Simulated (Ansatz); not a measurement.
All values below come from PBE (plane waves to 420 eV, PAW; Ansatz, an electronic-structure program).

Host crystal: corundum, with a band gap (PBE, scalar-relativistic without spin-orbit coupling).

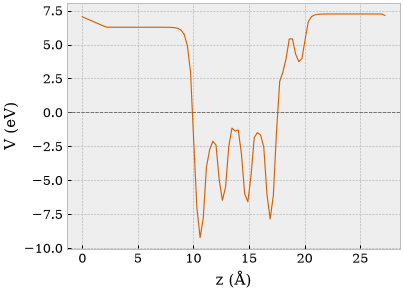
Figure. Planar average of the electrostatic potential across the slab, in eV from the Fermi level, for OH on the 1x1 (0001) surface of corundum (cut with top plane Al), one in a 1x1 cell, started at the site 'bridge O-O (span 2.6 Å)'

Slab: 22 atoms, 6.7 Å thick at the start under the adsorbate (thin: gaps and levels are the slab's own); k 6x6x1, smearing 0.01 eV, dipole-corrected; 9 atoms held, the rest relaxed; no symmetry held; spin-polarised, ending with about 1.0 μB a cell, a value that depends on the mesh; orders that need a larger cell were not tried, no spin-orbit, no U, no dispersion correction. The slab shows no gap over 0.04 eV on its mesh. At the end it is bonded to Al. In PBE it is, or lies within 0.03 eV of, the lowest of the starts that converged.

The vacuum level lies 7.26 eV above the Fermi level over the top face and 6.28 eV above it under the bottom face.
